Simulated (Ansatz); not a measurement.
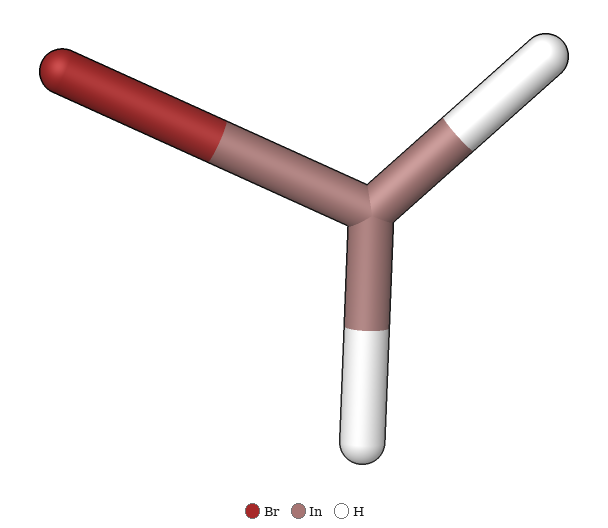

Charge +1, doublet. Geometry: the geometry of the neutral molecule. Level of theory: UKS ωB97X-V/def2-TZVPP, core potentials on In (Ansatz 0.2.0).

Give the ⟨S²⟩ of the determinant at this level.

Answer. 0.755.
